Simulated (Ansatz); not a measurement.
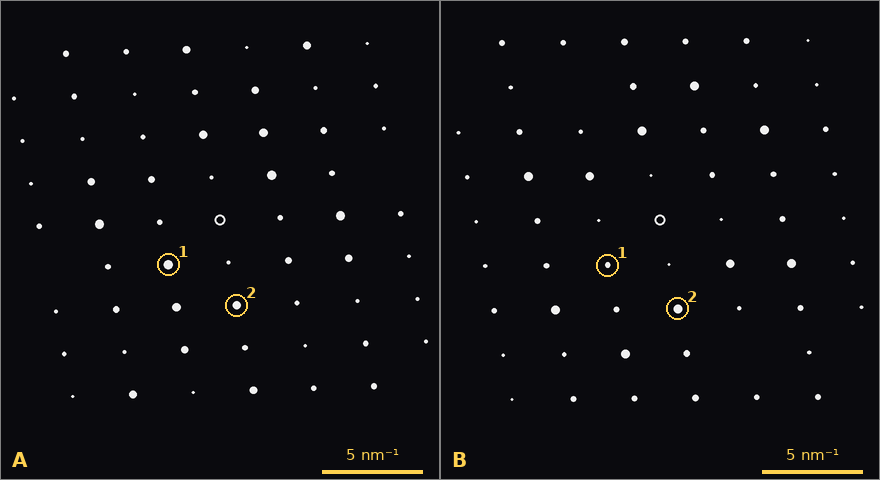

Kinematic electron diffraction patterns (300 kV, B = 0.5 Å², same scale) along [011] of the run's own cell, for the start and the end of one relaxation of Sb2Rh3Au3 with DFT, PAW plane waves, pbesol in Ansatz 0.2.0. k mesh 4×4×4. The start is a generated model structure, and the relaxation ends in the nearest stationary point of its symmetry, not necessarily the ground state. Spot 1 is 0 -1 1 and spot 2 is 2 0 0 in both.

Start structure:

```yaml
crystal:
  lattice:
    - [2.72708, 4.72343, 0.00000]
    - [-2.72708, 4.72343, 0.00000]
    - [-2.72708, 1.57448, 6.12037]
  atoms:
    - { symbol: Rh, position: [0.50000, 0.00000, 0.50000] }
    - { symbol: Rh, position: [0.08130, 0.83740, 0.24390] }
    - { symbol: Rh, position: [0.91870, 0.16260, 0.75610] }
    - { symbol: Au, position: [0.50000, 0.50000, 0.00000] }
    - { symbol: Au, position: [0.00000, 0.50000, 0.00000] }
    - { symbol: Au, position: [0.50000, 0.00000, 0.00000] }
    - { symbol: Sb, position: [0.24710, 0.50580, 0.74130] }
    - { symbol: Sb, position: [0.75290, 0.49420, 0.25870] }
```

**Which pattern belongs to the start structure, and which to the relaxed one?**

A is the start: its cell gives d(1) = 2.899 Å, d(2) = 2.287 Å and an angle of 60.4°. B is the relaxed structure, with d(1) = 2.876 Å (-0.8 %), d(2) = 2.187 Å (-4.4 %) and 60.6°.

**Name reflections whose intensity changes strongly on relaxation.**

2 3 -3 comes into sight; 3 -1 1 goes from 0.33 to 12 % of the strongest spot; 1 1 -1 goes from 10 to 0.44 % of the strongest spot; 2 2 -2 goes from 100 to 13 % of the strongest spot.

**What did the relaxation do to the structure and the energy?**

The volume changed by -7.6 % to 18.22 Å³ an atom; with the mean shift removed, the atoms moved by up to 0.76 Å relative to the cell (Sb most); the space group stayed R-3m (No. 166); the free energy fell by 1400 meV an atom. Relaxed cell: a = 5.196 Å, b = 5.196 Å, c = 6.917 Å, α = 67.94°, β = 90.00°, γ = 60.00°.
